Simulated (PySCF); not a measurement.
H3HfS3 (charge +1)

```yaml
atoms:
  - { symbol: Hf, position_ang: [0.0000, 0.0000, -0.8292] }
  - { symbol: S, position_ang: [2.1777, 0.0000, 0.1069] }
  - { symbol: H, position_ang: [1.9207, 0.0000, 1.4366] }
  - { symbol: S, position_ang: [-1.0889, 1.8859, 0.1069] }
  - { symbol: H, position_ang: [-0.9604, 1.6634, 1.4366] }
  - { symbol: S, position_ang: [-1.0888, -1.8860, 0.1069] }
  - { symbol: H, position_ang: [-0.9603, -1.6634, 1.4366] }
```

Core potentials replace the inner electrons of Hf.

Computed with PySCF, RKS PBE0, Hf def2-SVP with ECP60, S def2-SVP, H def2-SVP; non-relativistic Hamiltonian with scalar-relativistic core potentials where named; density fitting.

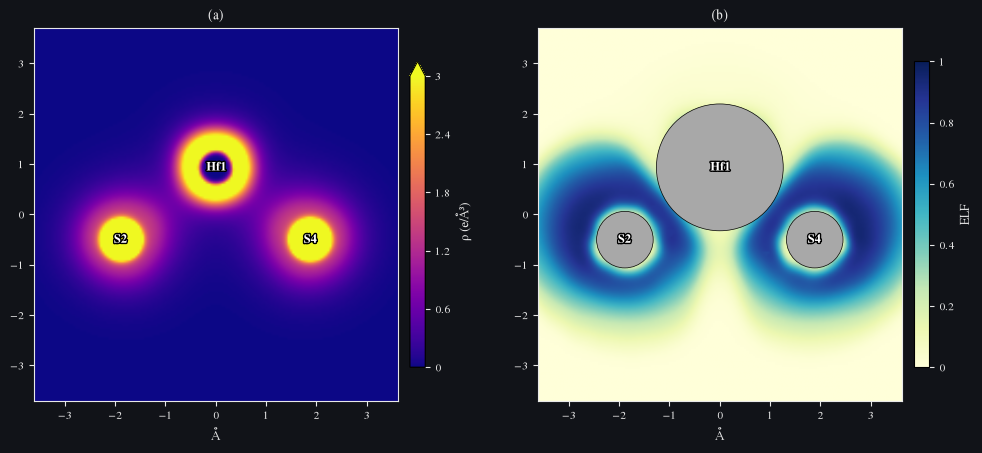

Figure 1. (a) electron density; (b) ELF on the plane of atoms S2, Hf1 and S4. Grey discs cover the atomic cores in the ELF map.

Interpret the plot.

Answer.
- The section cuts through Hf and S sites.
- Hf–S (2.37 Å): ρ at the midpoint is about 0.64 e/Å³; the ELF peaks at about 0.85 in the valence shell of S, 0.9 Å from its nucleus, and is about 0.50 at the midpoint.

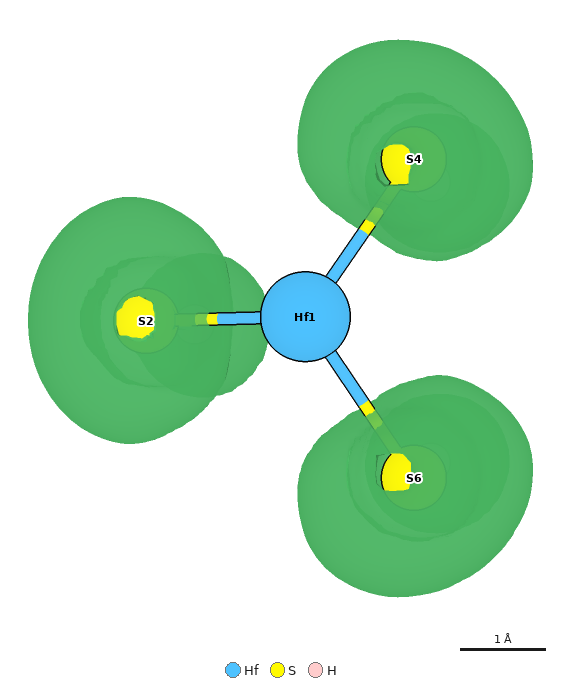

Figure 2. Isosurface of the ELF at 0.8 (green), seen at a tilt. Only the valence region is drawn (cores and ρ < 0.01 e/Å³ removed).

Describe the localisation domains.

Answer. At this value the surface marks out three regions around hydrogen nuclei and three regions wrapped around S (the valence shell of each). Along the contacts the grid gives the following. S–H (1.35 Å): the ELF climbs to about 1 towards the hydrogen, as it does in any bond to H.

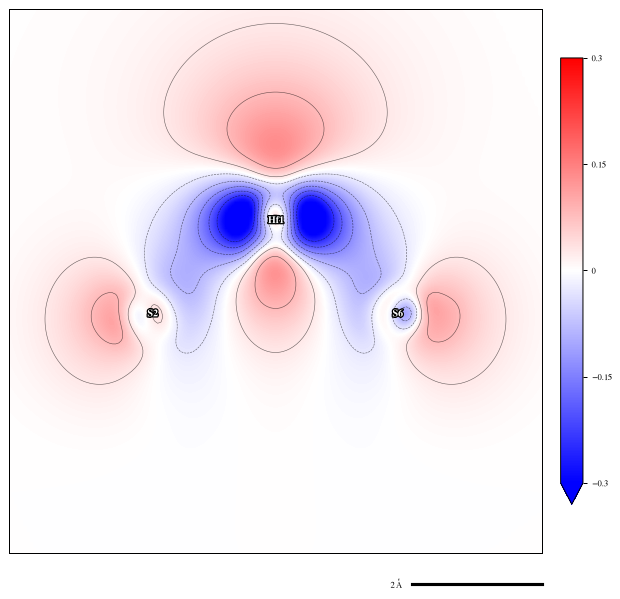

Figure 3. One frontier orbital on the plane of atoms S2, Hf1 and S6 (values in Å⁻³ᐟ²; the overall sign is arbitrary).

Which orbital is it: HOMO or LUMO?

Answer. The LUMO, at −8.25 eV. By Hirshfeld shares it lies mainly on Hf1 (about 85 %).

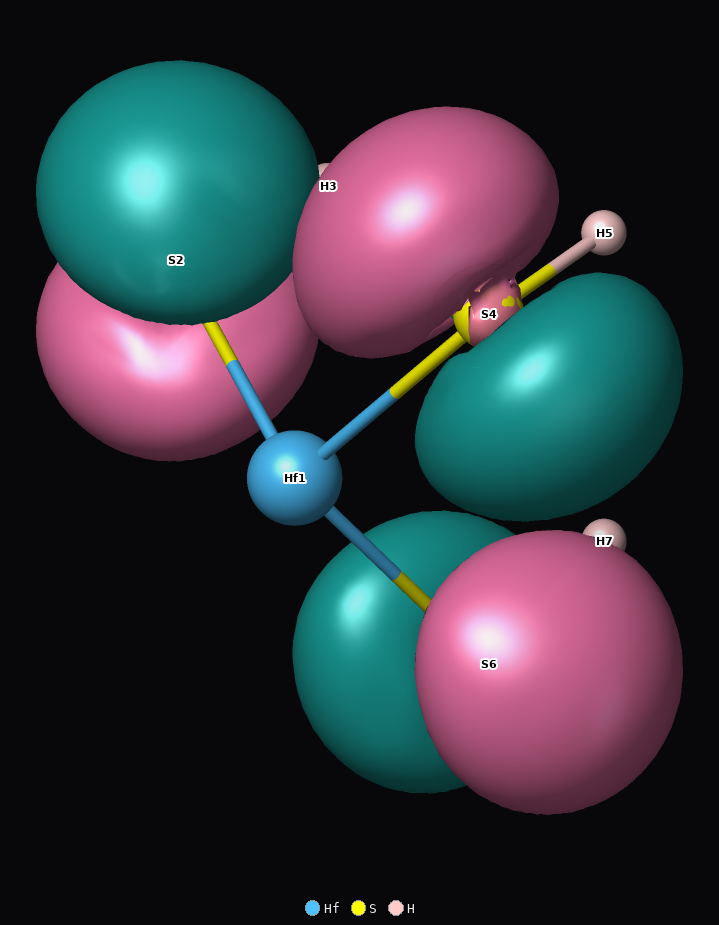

Figure 4. The HOMO at ±0.1 Å⁻³ᐟ² (teal and pink are the two phases), seen at an oblique angle.

What is the character of this orbital?

Answer. By Hirshfeld shares it lies mainly on S2 (about 30 %), S4 (about 30 %) and S6 (about 30 %); largely a combination of lone pairs on S2, S4 and S6. Its energy is −11.91 eV.
